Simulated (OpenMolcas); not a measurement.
# CuF: geometry relaxation (part 1 of 4)

- system: CuF, SMILES [F][Cu]
- method: B3LYP/6-31G*, RKS (OpenMolcas 26.06)

The geometry comes from this level: PBE0-D4/def2-TZVP.

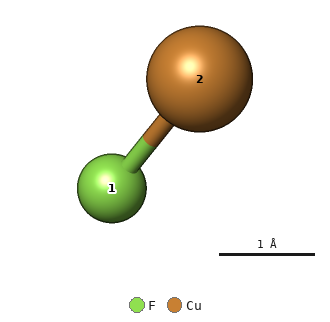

Fig. 1: The structure as given in the input (ball-and-stick view, seen at an oblique angle; atoms are numbered from 1 in the order of the input). Sticks mark near contacts.

Input
```
* CuF Kohn-Sham DFT

&GATEWAY
  BasLib = $CurrDir
  Coord = coord.xyz
  Basis = 6-31Gs
  Group = NoSym
>>> EXPORT MOLCAS_MAXITER=50
>>> Do While

&SEWARD

&SCF
  KSDFT = B3LYP
  PrOrbitals = 0

&SLAPAF
>>> EndDo
>>> COPY $Project.Opt.xyz $CurrDir/final.xyz
>>> COPY $Project.slapaf.h5 $CurrDir/final.slapaf.h5

&MCKINLEY
```

File coord.xyz
```
2

F      0.751010    -0.268940     0.377080
Cu    -0.751010     0.268940    -0.377080
```

Run on 1 thread of Arm Neoverse V2, 24 GiB of memory available, shared host.

Command:
```bash
export MOLCAS_MEM=1860
pymolcas run.input > run.log
```

What the program printed
```
--- Start Module: gateway ---

                                              &GATEWAY

                       available to each process: 1.9 GB of memory, 1 thread

 Basis Set     1 Label: F.6-31GS
 Basis set is read from library:.
 basistype.tbl is not found

 Basis Set     2 Label: CU.6-31GS
 Basis set is read from library:.
 basistype.tbl is not found

++    Symmetry information:
      ---------------------

                    Character Table for C1

                             E
                    a        1  x, y, xy, Rz, z, xz, Ry, yz, Rx, I
--

++    Basis set information:
      ----------------------

      Basis set label: F.6-31GS.........

      Electronic valence basis set:
      ------------------
      Associated Effective Charge   9.000000 au
      Associated Actual Charge      9.000000 au
      Nuclear Model: Point charge

      Shell  nPrim  nBasis  Cartesian Spherical Contaminant
         s      10       3        X
         p       4       2        X
         d       1       1        X

      Basis set label: CU.6-31GS.........

      Electronic valence basis set:
      ------------------
      Associated Effective Charge  29.000000 au
      Associated Actual Charge     29.000000 au
      Nuclear Model: Point charge

      Shell  nPrim  nBasis  Cartesian Spherical Contaminant
         s      22       5        X
         p      16       4        X
         d       4       2        X
         f       1       1                 X
--

++    Molecular structure info:
      -------------------------

                    ************************************************
                    **** Cartesian Coordinates / bohr, angstrom ****
                    ************************************************

     Center  Label                x              y              z                     x              y              z
        1      F1               1.419203      -0.508223       0.712578              0.751010      -0.268940       0.377080
        2      CU2             -1.419203       0.508223      -0.712578             -0.751010       0.268940      -0.377080
--

            Nuclear Potential Energy             78.26594492 au

--- Stop Module: gateway /rc=_RC_ALL_IS_WELL_ ---

>>> EXPORT MOLCAS_MAXITER = 50

--- Start Module: seward ---

                                              &SEWARD

                       available to each process: 1.9 GB of memory, 1 thread

               SEWARD will generate:
                  Multipole Moment integrals up to order  2
                  Kinetic Energy integrals
                  Nuclear Attraction integrals (point charge)
                  One-Electron Hamiltonian integrals
                  Velocity integrals
                  Orbital angular momentum around ( -0.7610   0.2725  -0.3821 )
                  Velocity quadrupole around ( -0.7610   0.2725  -0.3821 )
                  Two-Electron Repulsion integrals

                   Integrals are discarded if absolute value <: 1.00E-14
                   Integral cutoff threshold is set to       <: 1.00E-16

            Nuclear Potential Energy             78.26594492 au

      Basis set specifications :
      Symmetry species         a
      Basis functions           51

 Failed to generate input file to MOLDEN
 No mixing allowed of spherical and cartesian d, f, g-functions
--- Stop Module: seward /rc=_RC_ALL_IS_WELL_ ---

--- Start Module: scf ---

                                                &SCF

                       available to each process: 1.9 GB of memory, 1 thread

 ###############################################################################
 ###     Minimized-density-differences option turned off!                    ###
 ###############################################################################
++    Input section:
      --------------

      Header of the integral files:

      Cartesian coordinates in angstrom:
      -----------------------------------------------------
      No.  Label        X            Y            Z
      -----------------------------------------------------
       1   F1         0.75101000  -0.26894000   0.37708000
       2   CU2       -0.75101000   0.26894000  -0.37708000
      -----------------------------------------------------
      Nuclear repulsion energy =   78.26594492
--

++    Orbital specifications:
      -----------------------

      Symmetry species               1
                                     a
      Frozen orbitals                0
      Occupied orbitals             19
      Secondary orbitals            32
      Deleted orbitals               0
      Total number of orbitals      51
      Number of basis functions     51
--

      Molecular charge                           0.000

      Numerical integration parameters
      --------------------------------
      Radial quadrature type:                         MHL
      Size of radial grid:                            75
      Lebedev angular grid:                           29
      Angular grid pruned with the crowding factor:  3.00E+00
                                 and fading factor:  6.00E+00
      Screening threshold for integral computation:   1.00E-11
      Radial quadrature accuracy:                     1.00E-25
      Maximum batch size:                             128
      AO values are stored on disk
      The same grid will be used for all iterations.

      DFT functional specifications
      -----------------------------
      Using Libxc version: 6.2.2
      Please cite the following reference:
      S. Lehtola, C. Steigemann, M. J.T. Oliveira, and M. A.L. Marques.,  SoftwareX 7, 1–5 (2018) doi:10.1016/j.softx.2017.11.002

      * B3LYP

++    Optimization specifications:
      ----------------------------

      SCF Algorithm: Conventional
      D(i)-D(i-1) density differences are used
      Number of density matrices in core                 5
      Maximum number of NDDO SCF iterations            400
      Maximum number of HF SCF iterations              400
      Threshold for SCF energy change             1.00E-09
      Threshold for density matrix                1.00E-04
      Threshold for Fock matrix                   1.50E-04
      Threshold for linear dependence             1.00E-09
      Threshold at which DIIS is turned on        1.50E-01
      Maximum depth in the DIIS procedure                5
      Maximum depth in the BFGS Hessian update          30
      Threshold at which QNR/C2DIIS is turned on  7.50E-02
      Threshold for Norm(delta) (QNR/C2DIIS)      1.00E-03
      All orbitals punched on: SCFORB
--

      Input vectors read from INPORB
      Orbital file label: *Guess orbitals

++ Convergence information
                                   B3LYP      iterations: Energy and convergence statistics

Iter     Tot. B3LYP      One-elec.       Two-elec.     Energy      Max Dij or  Max Fij      DNorm      TNorm      AccCon     Time
         Energy          Energy          Energy        Change      Delta Norm                                                in Sec.

 The total and one-electron energies are shifted by a value of      1000. a.u.

   1  -739.780422519 -1654.297429828   836.251062393   0.00E+00    8.10E-01*   3.47E-01*    9.26E+00   3.98E+02   None         0.
   2  -738.500098240 -1620.634246621   803.868203465   1.28E+00*   5.46E-01*   7.71E-02*    3.37E+00   3.91E+02   EDIIS        0.
   3  -740.036531923 -1640.485348083   822.182871243  -1.54E+00*   5.98E-01*   7.03E-02*    2.03E+00   3.94E+02   EDIIS        0.
   4  -739.921950272 -1661.326384686   843.138489497   1.15E-01*   1.76E-01*   3.69E-02*    1.09E+00   3.99E+02   EDIIS        0.
   5  -740.047887124 -1650.981946221   832.668114180  -1.26E-01*   8.30E-02*   1.48E-02*    3.67E-01   3.97E+02   EDIIS        0.
   6  -740.060080399 -1645.170736232   826.844710917  -1.22E-02*   1.62E-02*   4.63E-03*    1.25E-01   3.96E+02   c2DIIS       0.
   7  -740.061006280 -1646.491585454   828.164634257  -9.26E-04*   1.95E-02*   4.21E-03*    3.11E-02   3.96E+02   QNRc2DIIS    0.
   8  -740.060587064 -1646.095224743   827.768692763   4.19E-04*   1.40E-02*   8.42E-03*    5.15E-02   3.96E+02   QNRc2DIIS    0.
   9  -740.061091134 -1646.618542835   828.291506785  -5.04E-04*   2.77E-03*   2.17E-03*    4.03E-02   3.96E+02   QNRc2DIIS    0.
  10  -740.061112777 -1646.472579177   828.145521483  -2.16E-05*   7.04E-03*   4.74E-04*    7.53E-03   3.96E+02   QNRc2DIIS    0.
  11  -740.061119525 -1646.420647278   828.093582837  -6.75E-06*   4.48E-04    1.88E-04*    1.65E-02   3.96E+02   QNRc2DIIS    0.
  12  -740.061119806 -1646.424977727   828.097913004  -2.82E-07*   1.90E-04    2.84E-05     1.40E-03   3.96E+02   QNRc2DIIS    0.
  13  -740.061119825 -1646.427404269   828.100339528  -1.83E-08*   8.58E-05    5.97E-06     5.41E-04   3.96E+02   QNRc2DIIS    0.
  14  -740.061119827 -1646.427086845   828.100022102  -1.84E-09*   1.52E-05    1.86E-06     2.75E-04   3.96E+02   QNRc2DIIS    0.
  15  -740.061119827 -1646.427199982   828.100135239  -1.07E-10    1.08E-05    9.95E-07     4.79E-05   3.96E+02   QNRc2DIIS    0.

       Convergence after  15 Iterations
--

 *****************************************************************************************************************************
 *                                             SCF/KS-DFT Program, Final results                                             *
 *                                                       Final Results                                                       *
 *****************************************************************************************************************************

::    Total KS-DFT energy                           -1740.0611198266
      One-electron energy                           -2646.4271999817
      Two-electron energy                             828.1001352386
      Nuclear repulsion energy                         78.2659449165
      Kinetic energy (interpolated)                  1737.4578471340
      Virial theorem                                    1.0014983228
      Total spin, S(S+1)                                0.0000000000
      Total spin, S                                     0.0000000000
      Max non-diagonal density matrix element           0.0000162281
      Max non-diagonal Fock matrix element              0.0000004417

      No orbitals printed

++    Molecular charges:
      ------------------

      Mulliken charges per centre
      ---------------------------

                F1      CU2
      Total    9.4498 28.5502

      N-E     -0.4498  0.4498

      Total electronic charge=   38.000000

      Total            charge=   -0.000000
--

++    Molecular properties:
      ---------------------

      Charge (e):
                      =   -0.0000
      Dipole Moment (debye):
      Origin of the operator (angstrom)=   -0.4027    0.1442   -0.2022
                   X= -3.5413E+00               Y=  1.2681E+00               Z= -1.7781E+00           Total=  4.1606E+00
      Quadrupole Moment (debye*angstrom):
      Origin of the operator (angstrom)=   -0.4027    0.1442   -0.2022
                  XX= -1.8519E+01              XY=  4.2536E-01              XZ= -5.9640E-01              YY= -1.7484E+01
                  YZ=  2.1357E-01              ZZ= -1.7631E+01
      In traceless form (debye*angstrom)
                  XX= -9.6193E-01              XY=  6.3805E-01              XZ= -8.9460E-01              YY=  5.9131E-01
                  YZ=  3.2036E-01              ZZ=  3.7062E-01
--

 Failed to generate input file to MOLDEN
 No mixing allowed of spherical and cartesian d, f, g-functions
--- Stop Module: scf /rc=_RC_ALL_IS_WELL_ ---
--- Module scf spent 1 second ---

--- Start Module: slapaf ---

                                              &SLAPAF

                       available to each process: 1.9 GB of memory, 1 thread

--- Stop Module: slapaf /rc=_RC_INVOKED_OTHER_MODULE_ ---

--- Start Module: alaska ---

                                              &ALASKA

                       available to each process: 1.9 GB of memory, 1 thread

                     Threshold for contributions to the gradient: 1.000E-07

                    ********************************************
                    * Symmetry Adapted Cartesian Displacements *
                    ********************************************

           Irreducible representation : a
           Basis function(s) of irrep: x, y, xy, Rz, z, xz, Ry, yz, Rx, I

 Basis Label        Type   Center Phase
   1   F1           x         1     1
   2   F1           y         1     1
   3   F1           z         1     1
   4   CU2          x         2     1
   5   CU2          y         2     1
   6   CU2          z         2     1

                     No automatic utilization of translational and rotational invariance of the energy is employed.

 Rotational correction to the DFT gradient is turned off due to close-to-degeneracy problems!

 DFT contribution computed for a moving grid.

 Conventional ERI gradients!

 **************************************************
 *              Molecular gradients               *
 **************************************************

  Irreducible representation: a
 ------------------------------------------------------------------------------------------
                              X                       Y                       Z
 ------------------------------------------------------------------------------------------
  F1                4.08274926439418E-02   -1.46204704293549E-02    2.04993233981767E-02
  CU2              -4.08274926439631E-02    1.46204704293531E-02   -2.04993233981732E-02
 ------------------------------------------------------------------------------------------

--- Stop Module: alaska /rc=_RC_ALL_IS_WELL_ ---

--- Start Module: slapaf ---

                                              &SLAPAF

                       available to each process: 1.9 GB of memory, 1 thread

++       Slapaf input parameters:
         ------------------------

 Maximum number of iterations:                50
 Convergence test a la Schlegel.
 Convergence criterion on gradient/para.<=: 3.0E-04
 Convergence criterion on step/parameter<=: 3.0E-04
 Convergence criterion on energy change <=: 0.0E+00
 Parameters for step-restricted optimization
 Maximum step length (initial seed):       3.00E-01

 -RFO activated with parameters:
   Maximum number of data points used in RFO:      5
 Line search is performed

 -Optimization for minimum.
  Optimization method: RS-RFO.

 -Initial Hessian guessed by Hessian Model Function (HMF).
  HMF augmented with weak interactions.

 -Hessian update method: Broyden-Fletcher-Goldfarb-Shanno
  Maximum number of points in Hessian update:  5

 -Relaxation will be done on non-redundant internal coordinates, based on
  force constant weighted redundant internal coordinates.

--

 ******************************************
 * Statistics of the internal coordinates *
 ******************************************
 Translations and Rotations:         0
 Bonds                     :         1
 Angles                    :         0
 Torsions                  :         0
 Out-of-plane angles       :         0
```
